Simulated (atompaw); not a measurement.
# A PAW (atompaw) potential for Ga, from input to tests

Task: generate the file, and judge it by its logarithmic derivatives, its ghosts and its cutoff.

Program: atompaw 4.2.0.5. Reference atom: PBE, scalar-relativistic, spherical and spin-unpolarised. All values are calculated.

## Step 1: The design

The settings as typed:

| Quantity | Value |
| --- | --- |
| element | gallium (Ga, Z = 31) |
| type | PAW |
| frozen core | [Ar] 3d10 |
| valence charge | 3 |
| reference configuration | 4s2 4p1 |
| partial waves | 4s (bound); 4s channel at 3.5 Ry; 4p (bound); 4p channel at 1.75 Ry; 4d channel at 0.05 Ry; 4d channel at 1.25 Ry |
| local potential | troulliermartins scheme with l = 3 at 0 Ry, radius 2.25 bohr |
| core correction | smooth core density matched at 1.40 bohr |
| augmentation charge | sinc compensation charge, radius 2.10 bohr; PAW radius 2.40 bohr; waves and projectors: bloechl |

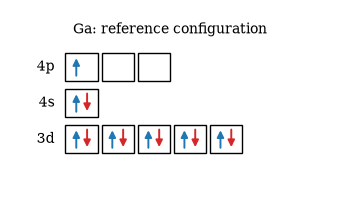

The outer shells as boxes. The arrows follow Hund's rule for the drawing; the calculation itself is spin-unpolarised.

An earlier all-electron run gives the scale for the radii.

All-electron outer shells of the reference configuration (PBE, scalar-relativistic, ld1.x):

```csv
shell,level (eV),outermost node (bohr),outermost maximum (bohr)
3p,-98.86,0.24,0.56
3d,-19.15,–,0.53
4s,-8.95,0.81,1.90
4p,-2.58,0.87,2.53
```

## Step 2: The generation run

Contents of Ga.input:

```
Ga 31
GGA-PBE scalarrelativistic loggrid 1500 logderivrange -3 5 201
4 4 3 0 0 0
4 1 1
0 0 0
c
c
c
v
c
c
v
c
2
2.40 2.10 2.25 1.40
y
3.5
n
y
1.75
n
y
0.05
y
1.25
n
bloechl sinc
3 0 troulliermartins
PWSCFOUT
UPFDX 0.0125d0 UPFXMIN -7.d0 UPFZMESH 31.d0
END
```

Run with:

```bash
$ atompaw < Ga.input > Ga.log
```

The output, the file Ga (summary file):

```text
 Completed calculations for Ga (AE)

 Exchange-correlation type: GGA, Perdew-Burke-Ernzerhof

 Radial integration grid is logarithmic 
 r0 =   2.7104631E-04 h =   8.4024356E-03   n =      1500 rmax =   8.0000000E+01

 Scalar relativistic calculation

 AEatom converged in  44 iterations
   nz     =  31.00
   delta  =       1.467274956419E-15

 All Electron Orbital energies:         
  n  l      occupancy      energy
  1  0      2.0000000E+00 -7.5188853E+02
  2  0      2.0000000E+00 -9.2779179E+01
  3  0      2.0000000E+00 -1.0887057E+01
  4  0      2.0000000E+00 -6.5771896E-01
  2  1      6.0000000E+00 -8.0762989E+01
  3  1      6.0000000E+00 -7.2660233E+00
  4  1      1.0000000E+00 -1.8956760E-01
  3  2      1.0000000E+01 -1.4078300E+00

 Total energy
   Total                    :    -3887.87566036111320

 ---
 Completed calculations for Ga (SC)

 Exchange-correlation type: GGA, Perdew-Burke-Ernzerhof

 Radial integration grid is logarithmic 
 r0 =   2.7104631E-04 h =   8.4024356E-03   n =      1500 rmax =   8.0000000E+01

 Scalar relativistic calculation

 SCatom converged in   4 iterations
   nz     =  31.00
   delta  =       5.222607281050E-17

 Valence Electron Orbital energies:         
  n  l      occupancy      energy
   4  0      2.0000000E+00 -6.5771896E-01
   4  1      1.0000000E+00 -1.8956760E-01

 Total energy
   Total                    :    -3887.87566036633825
   Valence                  :     -153.26059149993668

 PAW parameters: 
       lmax =            2
         rc =    2.4063275908263626     
        irc =         1083
   rc_shape =    2.1035924779052819     
    rc_vloc =    2.2498745245581104     
    rc_core =    1.4053208903079972     
   Vloc: Norm-conserving Troullier-Martins with l= 3;e=   0.0000E+00
   Projector type: Bloechl + Gram-Schmidt ortho.
   Sinc^2 compensation charge shape zeroed at   2.1036E+00

 Number of basis functions     6
 No.   n  nodes  l      Energy         Cp coeff         Occ
  1    4    3    0   -0.6577190E+00 -0.7349992E+01  0.2000000E+01
  2  999    4    0    0.3500000E+01 -0.1148256E+02  0.0000000E+00
  3    4    2    1   -0.1895676E+00 -0.5757890E+01  0.1000000E+01
  4  999    3    1    0.1750000E+01  0.1131186E+02  0.0000000E+00
  5  999    1    2    0.5000000E-01 -0.1081508E+02  0.0000000E+00
  6  999    2    2    0.1250000E+01  0.1720527E+02  0.0000000E+00

 Eigenvalues of overlap operator (in the basis of projectors):
    1        1.16977375E-02
    2        2.15020095E-01
    3        8.26813578E-01
    4        1.17943261E+00
    5        2.57580831E+00
    6        1.56943325E+01

 Orbital leakage outside PAW augmentation regions
   orb  is_core?  %out_of_sphere
   1 0    T           0.00
   2 0    T           0.00
   3 0    T           0.00
   4 0    F          40.76
   2 1    T           0.00
   3 1    T           0.01
   4 1    F          71.97
   3 2    T           0.87

 Summary of PAW energies
   Total valence energy     :   -153.26059412964682
   Smooth energy            :     -7.02478610900547
   One center               :   -146.23580802064134
   Smooth kinetic           :      1.61761953703752
   Vloc energy              :     -1.01229179035059
   Smooth exch-corr         :    -10.17157323499552
   One-center xc            :   -140.76406825165969
```

It took 9.1 s on 1 thread of AMD EPYC 7R43, shared host.

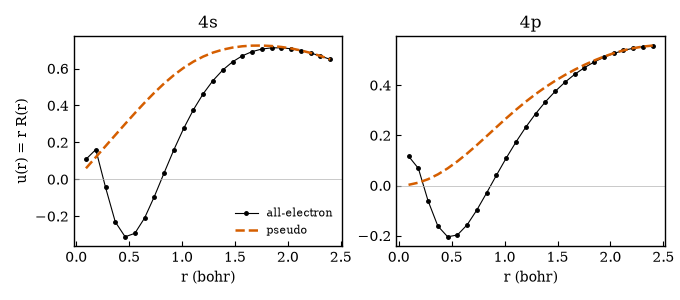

Bound waves of the atom and their pseudo partners (4s, 4p). The curves join 26 sampled radii, too few to resolve the innermost nodes.

## Step 3: Logarithmic derivatives

Taken from the files of the generation run. The phase is arctan(r·u′/u) with u = r·R, unwrapped, with energies in Ry. A pole is an energy at which the radial function vanishes at the test radius. The pseudo phase is shifted by a multiple of π to meet the all-electron one at the reference energy. Levels narrower than the energy grid can be missing from the poles. The last column is the largest difference on the grid between −1 and +1 Ry.

| channel | radius (bohr) | reference (Ry) | poles AE | poles PS | window around the reference with phases within 0.05 rad (Ry) | largest difference near zero (rad) |
| --- | --- | --- | --- | --- | --- | --- |
| s | 2.41 | -0.66 | 0.89 | 0.89 | below 4.7 | 0.001 |
| p | 2.41 | -0.19 | 2.09 | 2.10 | below 4.5 | 0.001 |
| d | 2.41 | 0.05 | -1.35, 4.24 | -0.94, 4.67 | above -0.8 | 0.055 |

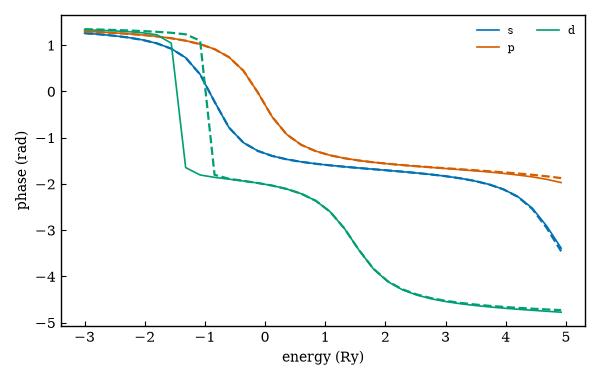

Phases by channel: all-electron solid, pseudo dashed.

## Step 4: Plane-wave convergence, by spherical Bessel functions

This step uses the generator's waves and projectors in a separate script. Basis: spherical Bessel functions vanishing at 20 bohr, q² up to the cutoff; potential fixed at the reference.

All-electron valence levels (Ry): 4s -0.6577, 4p -0.1896. The lowest levels of each channel (Ry) by cutoff; the last column sums, over occupied levels, occupation times the distance from the level at 400 Ry. A positive value at high cutoff is not a bound level.

| cutoff (Ry) | s #1 | p #1 | d #1 | f #1 | Σ f·Δε (mRy) |
| --- | --- | --- | --- | --- | --- |
| 6 | -0.6565 | -0.1880 | 0.0482 | 0.1018 | 4.1 |
| 8 | -0.6565 | -0.1887 | 0.0482 | 0.1018 | 3.3 |
| 10 | -0.6565 | -0.1890 | 0.0482 | 0.1018 | 3.0 |
| 12 | -0.6565 | -0.1892 | 0.0482 | 0.1018 | 2.7 |
| 15 | -0.6566 | -0.1894 | 0.0482 | 0.1018 | 2.4 |
| 18 | -0.6569 | -0.1895 | 0.0482 | 0.1018 | 1.6 |
| 21 | -0.6572 | -0.1895 | 0.0482 | 0.1018 | 1.0 |
| 25 | -0.6575 | -0.1895 | 0.0482 | 0.1018 | 0.5 |
| 30 | -0.6577 | -0.1895 | 0.0482 | 0.1018 | 0.1 |
| 35 | -0.6577 | -0.1896 | -0.0799 | 0.1018 | 0.0 |
| 400 | -0.6577 | -0.1896 | -0.9734 | 0.1018 | 0.0 |

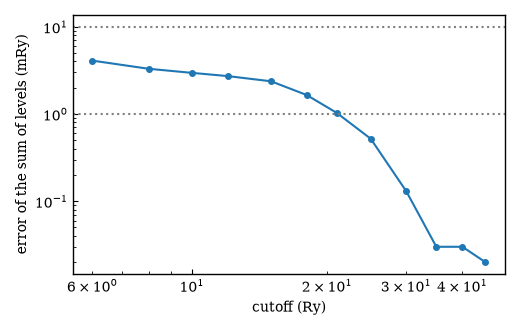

Occupation-weighted error of the valence levels against the cutoff; the dotted lines mark 10 and 1 mRy.

The sum stays within 10 mRy from 6 Ry or less and within 1 mRy from 25 Ry. The sum leaves out empty levels, which can need more. Ghost test: ghost state, bound below the all-electron valence or empty levels of the same l: d at -13.2 eV.

## Step 5: Outcome

```
                                                quantity                   value
               cutoffs for 10 and 1 mRy, occupied levels  6 Ry or less and 25 Ry
                                            bound ghosts          d at -13.24 eV
largest phase difference near zero energy, channels read               0.055 rad
         lowest eigenvalue of the overlap (Bessel basis)               0.046 (p)
        share of valence orbitals outside the PAW sphere        4s 41 %, 4p 72 %
                                                UPF file                 written
```

In words: A bound ghost (d) makes it unfit for use: electrons can fall into a state that the atom doesn't have. The potential is soft on the atom: the looser tolerance needs 6 Ry or less. The tighter tolerance needs 25 Ry, and converged work needs a cutoff nearer that. The slowest occupied level is 4s: taken alone it needs 18 Ry to come within 1 mRy, against 8 Ry for 4p. Near zero energy the largest phase difference among the channels read is 0.05 rad, in the d channel (at the energies tabulated). All of this concerns the isolated atom, not yet a solid.
